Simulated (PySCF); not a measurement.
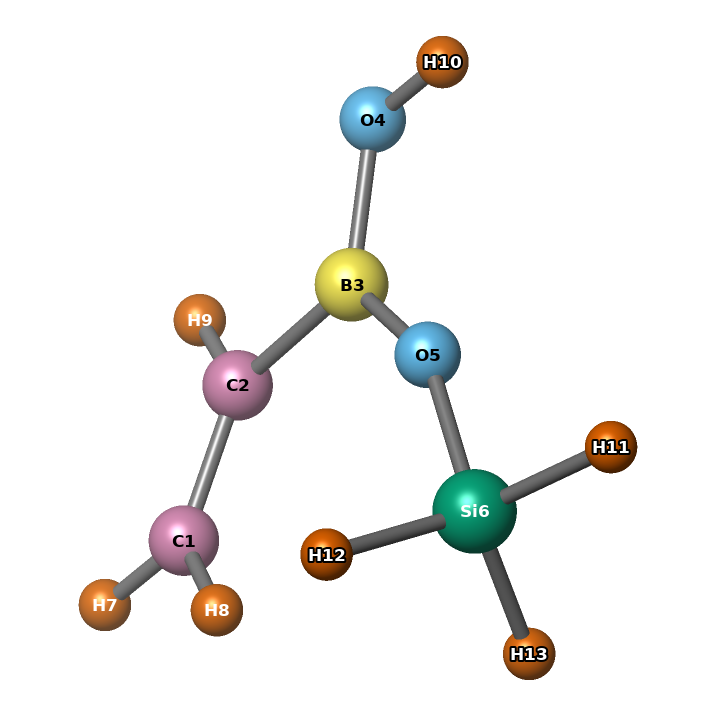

Computed geometry: GFN2-xTB optimisation. No frequency run is at hand to confirm it as a minimum. Electric field gradients from the ground-state density, PBE0/pcSseg-1 (PySCF 2.14.0), non-relativistic apart from any core potentials.

Give the largest field-gradient component, the quadrupole coupling constant and the asymmetry for 11B at B3 (Q = 40.59 mb), 17O at O4 (Q = −25.6 mb), 17O at O5 (Q = −25.6 mb), 2H at H7 (Q = 2.86 mb), 2H at H8 (Q = 2.86 mb), 2H at H9 (Q = 2.86 mb), 2H at H10 (Q = 2.86 mb).

```json
{"atom": "B3", "V_zz (a.u.)": "0.342", "e²qQ/h (MHz)": "3.27", "η": "0.46"}
{"atom": "O4", "V_zz (a.u.)": "1.396", "e²qQ/h (MHz)": "−8.40", "η": "0.04"}
{"atom": "O5", "V_zz (a.u.)": "1.056", "e²qQ/h (MHz)": "−6.35", "η": "0.43"}
{"atom": "H7", "V_zz (a.u.)": "0.332", "e²qQ/h (MHz)": "0.223", "η": "0.03"}
{"atom": "H8", "V_zz (a.u.)": "0.334", "e²qQ/h (MHz)": "0.224", "η": "0.05"}
{"atom": "H9", "V_zz (a.u.)": "0.326", "e²qQ/h (MHz)": "0.219", "η": "0.03"}
{"atom": "H10", "V_zz (a.u.)": "0.485", "e²qQ/h (MHz)": "0.326", "η": "0.05"}
```

The geometry is semi-empirical. Around B, Si such bond lengths and angles can be off by a tenth of an ångström or more and by several degrees, and values that hang on the shape move with them.
